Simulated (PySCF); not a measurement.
Vertical excitations of a molecule C2H4NO, multiplicity 2 from TDA-B3LYP/def2-SVPD run with PySCF, as energy in eV (oscillator strength): 2.21 (0.000), 3.05 (0.017), 6.04 (0.001), 6.08 (0.003), 6.10 (0.002), 6.20 (0.000), 6.30 (0.002), 6.45 (0.001), 6.52 (0.004), 6.66 (0.023). Geometry optimised at PBE-D3(BJ)/def2-SVP. One conformer was computed; it need not be the lowest.

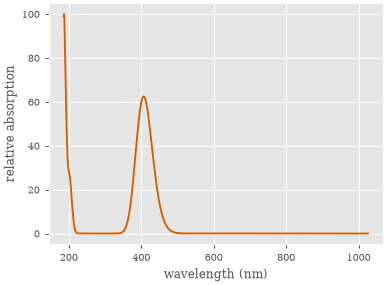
*The lines broadened by 0.4 eV.*

Q: Identify the compound among the candidates.
A) [CH2]C(N)=O
B) CC([NH])=O
C) C[N]C=O

A: A, [CH2]C(N)=O
